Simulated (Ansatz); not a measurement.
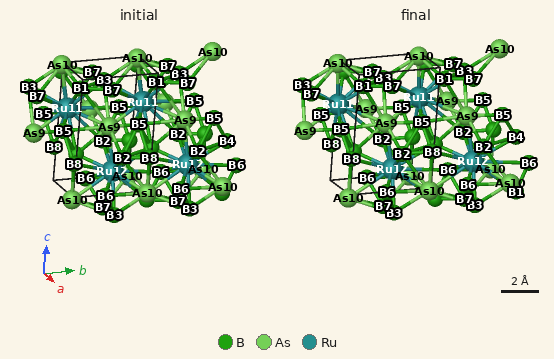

The structure of solid B$_{4}$AsRu (a generated structure, set up in P1) (coarse preliminary run) before (left) and after (right) a relaxation, at one scale.

A ball-and-stick model of the cell of the calculation, reduced to other axes, repeated 1 × 2 × 1 with one cell outlined, seen slightly off an axis. Lengths and directions refer to the drawn axes.

All numbers below come from Ansatz 0.2.0, DFT PBE, scalar-relativistic, plane waves, PAW.

The input:
```yaml
crystal:
  lattice:
    - [0.0156433202, -3.102700346, -3.1468915362]
    - [-2.9780634569, -0.0438614917, -3.0873867243]
    - [3.0294189622, 2.9755414156, -6.1822674623]
  atoms:
    - { symbol: B, position: [0.4830769314, 0.4891959175, 0.1505804837] }
    - { symbol: B, position: [0.9673876943, 0.9461796416, 0.6909122966] }
    - { symbol: B, position: [0.927012452, 0.4508253115, 0.1690234176] }
    - { symbol: B, position: [0.4189911337, 0.9940196985, 0.6993907062] }
    - { symbol: B, position: [0.2567619386, 0.1462967412, 0.4653122338] }
    - { symbol: B, position: [0.6695906227, 0.7090114048, 0.954450825] }
    - { symbol: B, position: [0.3984646194, 0.9466627453, 0.1711905714] }
    - { symbol: B, position: [0.9419370988, 0.3106365126, 0.7047087541] }
    - { symbol: As, position: [0.4822059235, 0.560788931, 0.4979010226] }
    - { symbol: As, position: [0.9473909568, 1.0153819003, 0.0084062034] }
    - { symbol: Ru, position: [0.902818373, 0.7980510745, 0.3788128968] }
    - { symbol: Ru, position: [0.3543622559, 0.3829501212, 0.8593105889] }
basis:
  ecutwfc: 420
kpoints:
  mp_grid: { grid: [6, 6, 6] }
hamiltonian:
  xc: pbe
scf:
  occupations: { method: gaussian, width: 0.2 }
  lower_state_search: "off"
output:
  forces: true
  stress: true
  eigenvalues: true
relax:
  adjacent_minimum: "off"
  f_tol: 0.025
  max_steps: 60
  cell: { stress_tol: 0.25 }
```

Run as
```bash
ansatz run input.yaml --threads 1 --pin off --max-ram 2048MiB --backend cpu --events-out ev --progress --plain --runs-dir out
```

Summarise the run.

Answer. The run was cut off at its time limit before the relaxation converged, so the last structure is only a point on the way. The largest move relative to the cell is that of Ru11, 0.39 Å along [−2 −3 1]. By element the largest moves are Ru 0.39 Å, B 0.29 Å, As 0.18 Å. The drawn cell changes as follows: a 4.280 → 4.062 Å (−5.1 %), b 4.290 → 4.563 Å (+6.4 %), c 7.402 → 7.550 Å (+2.0 %), α 74.5° → 75.8°, β 73.6° → 72.2°, γ 62.1° → 63.5°; the volume changes by +4.0 %. Near-neighbour distances that change, for instance: B5–Ru11 2.957 → 3.588 Å, B2–Ru11 2.736 → 3.184 Å, B1–Ru12 2.638 → 3.055 Å, B1–Ru11 2.535 → 2.126 Å. Bond angles that change, for instance: As10–B1–Ru11 156.0° → 133.0°, B5–As9–Ru11 77.6° → 95.3°, B7–B1–Ru11 68.1° → 83.6°. The space group stays P1 (No. 1). Over 2 geometry steps the energy falls by 287 meV per atom. Largest force component: 2.7 eV/Å at the start, 1.3 eV/Å at the end. The pressure goes from 4.99 to −1.42 GPa.
